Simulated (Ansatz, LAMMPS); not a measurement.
# Squeezing and shearing amorphous 83SiO2-17PbO (mol %) (150 atoms): runs compared

Aim: relax amorphous 83SiO2-17PbO (mol %) (150 atoms), then change its volume and shape to read moduli from the stress.

Computed with Ansatz 0.2.0: Kohn-Sham DFT, PBE, PAW (set soft_2), plane waves.

### 1. The cell as built

The cell holds 150 atoms: 44 Si, 9 Pb and 97 O. Its edges and angles: a = 13.044 Å, b = 13.044 Å, c = 13.044 Å, α = 90.0°, β = 90.0°, γ = 90.0°. 150 atoms (44 Si, 9 Sr, 97 O) placed at random at 2.63 g/cm³, melted at 5000 K for 10 ps at fixed volume with the Morse and Coulomb pair potential with partial charges (Pedone, Malavasi, Menziani, Cormack and Segre, J. Phys. Chem. B 110, 11780 (2006)). Quenched from 5000 K to 300 K at 50 K/ps and fixed volume, held 10 ps at zero pressure, then minimised at fixed cell. Then Sr was replaced by Pb and the cell scaled by 1.008 (the potential has no terms for the new elements, so the cell is a start for a DFT relaxation).

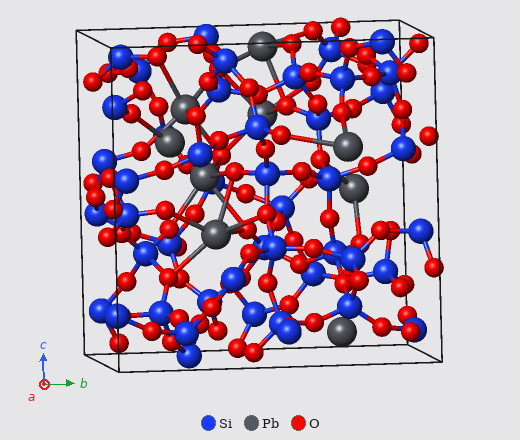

The cell as built. Bonds to atoms that aren't drawn are left out. Some periodic images of atoms are drawn too.

Limits known from the start: The quench rate of 50 K/ps is orders of magnitude faster than experiment, which tends to freeze in extra defects. The network of bonds at the start is that of the classical potential that made the cell, and needn't be the one that DFT or experiment would give. Only the Γ point is sampled. The levels lack spin–orbit coupling, which is large for the heavy elements here.

### 2. The reference run

The reference is a single point at the end of the relaxation.

Every strained cell starts from the geometry of this run, and its atoms are relaxed with the cell held.

Its input, with most atom lines left out:

```yaml
crystal:
  lattice:
    - [13.05186, 0.3343, -0.17015]
    - [0.3343, 13.27682, -0.08753]
    - [-0.17015, -0.08753, 12.83447]
  atoms:
    - { symbol: Si, position: [0.92516, 0.86939, 0.96878] }
    - { symbol: Si, position: [0.1638, 0.92136, 0.23998] }
    - { symbol: Si, position: [0.98227, 0.06447, 0.57695] }
    - { symbol: Si, position: [0.64908, 0.05404, 0.47002] }
    - { symbol: Si, position: [0.68316, 0.49468, 0.57604] }
    - { symbol: Si, position: [0.08741, 0.19342, 0.8608] }
    - { symbol: Si, position: [0.2815, 0.91381, 0.78931] }
    [... atom lines 8 to 150 left out ...]
kpoints:
  mp_grid: { grid: [1, 1, 1] }
hamiltonian:
  xc: pbe
scf:
  occupations: { method: gaussian, width: 0.025 }
output:
  forces: true
  stress: true
  populations: true
  dos:
    method: { smearing: { sigma: 0.15 } }
    de: 0.1
    projected: { site_lists: { O: [O], Pb: [Pb], Si: [Si] } }
  eigenvalues: true
  write_density: true
  write_potential: true
  volumetric_format: npy
  elf: true
```

```
free energy per atom   : -1268.7704 eV/atom
r.m.s. force component : 0.00553 eV/Å
pressure               : -0.001911 GPa
```

Filled and empty levels are parted by 3.37 eV (at Γ alone); a semilocal functional narrows such gaps, while the missing spin–orbit coupling widens them for these heavy elements, so the errors pull opposite ways. In a disordered cell it changes from sample to sample, and tail or defect levels can set it.

### 3. The runs

Each row is one run, on 8 threads of Arm Neoverse N1, shared host. The free energy is the program's total, comparable only between runs with the same functional, potentials and atoms.

```csv
run,atoms,outcome,"ionic steps, all passes",free energy (eV),time,host memory (GiB)
Single point at the start,150,converged,-,-190306.609,46 s,3.4
Cell and atoms relaxed,150,converged,21,-190315.562,14 min,3.5
Single point at the relaxed geometry,150,converged,-,-190315.562,67 s,3.5
Volume -3 %,150,converged,12,-190315.260,9.5 min,3.5
Volume +3 %,150,converged,10,-190315.269,8.3 min,3.6
Volume -6 %,150,converged,14,-190314.344,11 min,3.5
Volume +6 %,150,converged,13,-190314.381,12 min,3.7
Volume -10 %,150,converged,14,-190312.123,11 min,3.3
Stretched by 1 % along x,150,converged,5,-190315.508,4.1 min,3.6
Compressed by 1 % along x,150,converged,7,-190315.521,6 min,3.5
Sheared by 2 % in xy,150,converged,7,-190315.480,5.6 min,3.5
```

In some runs the program notes that the SCF threshold is loose for the stress.

### 4. Pressure against volume

Atoms are relaxed at each volume, in the scaled cell.

| volume change (%) | volume (Å³/atom) | energy change (meV/atom) | pressure (GPa) | largest move on relaxing (Å) | bonds | gap (eV) |
| --- | --- | --- | --- | --- | --- | --- |
| -10 | 13.333 | 22.93 | 5.13 | 0.62 | 212 | 3.56 |
| -6 | 13.925 | 8.12 | 2.95 | 0.44 | 209 | 3.42 |
| -3 | 14.370 | 2.02 | 1.48 | 0.16 | 209 | 3.40 |
| +0 | 14.814 | 0.00 | 0.00 | - | 209 | 3.37 |
| +3 | 15.259 | 1.95 | -1.47 | 0.14 | 210 | 3.33 |
| +6 | 15.703 | 7.87 | -2.78 | 0.36 | 208 | 3.26 |

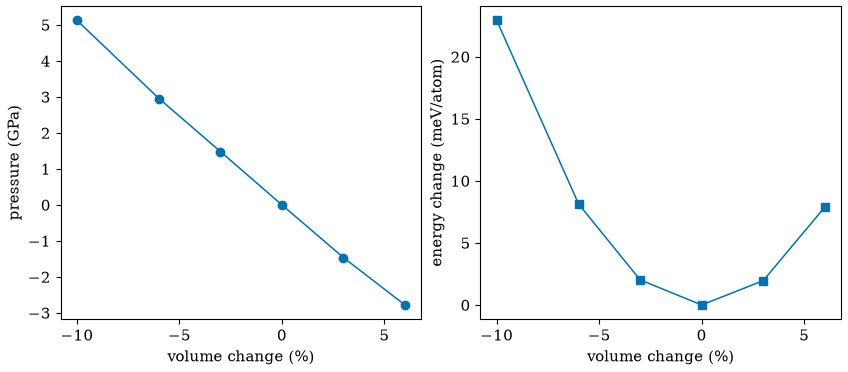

Pressure and energy against volume.

### 5. Uniaxial strain and shear

Stress (GPa, compression positive) less that of the relaxed cell, atoms relaxed:

```csv
strain,xx,yy,zz,xy,energy change (meV/atom)
stretched by 1 % along x,-0.820,-0.341,-0.256,-0.010,0.36
compressed by 1 % along x,0.809,0.360,0.259,0.038,0.28
sheared by 2 % in xy,-0.031,-0.075,-0.061,-0.683,0.55
```

### 6. Outcome

The bulk modulus, from the slope of pressure against ln V over the three points nearest the relaxed volume, is 49.1 GPa; between neighbouring points the slope runs 50, 47, 49, 49 and 46 GPa from the smallest volume up, without a steady fall, so no pressure derivative is given. The count of bonds runs from 208 to 212 over the series, so at some points contacts cross the cutoffs. At -10 % some atom moved by over 0.5 Å on relaxing, so that point may sit in another local minimum. The gap goes from 3.56 eV at the smallest volume to 3.26 eV at the largest, -1.6 eV per unit of ln V by a straight line, on the run's k-points. In the Cartesian axes of the cell, finite differences give C11 = 81.4, C12 = 35.1, C13 = 25.8 and C66 = 34.2 GPa (the shear of 2 % is the engineering strain, εxy = 0.01). The mean of C11, C12 and C13, which equals the bulk modulus in a cubic or isotropic solid, is 47.4 GPa: it agrees with the bulk modulus within 10 %. For an isotropic solid C66 would equal (C11 − C12)/2 = 23.2 GPa; so small a sample needn't be isotropic, and C66 rests on one shear. The two differ too much for isotropic moduli to be formed.

Caveats: Strains are finite and relaxations stop at the force tolerance of the input, which can leave moduli too stiff; they are those of a static cell at zero temperature. Volumes are changed with the cell's shape held, so in an anisotropic solid the modulus lies over the one under free hydrostatic load. The program notes that the SCF threshold of the relaxations is loose for the stress.

The DFT runs together took 83 min of wall time.

[Logs are printed without paths, hosts, clocks, repeated set-up lines and the standing remarks that a program may print on its own settings, such as how far it seeks lower states.]

[Hosts, paths, dates, database ids (printed as entryN), source tags and the programs' standing remarks are cut or masked in the printed files.]
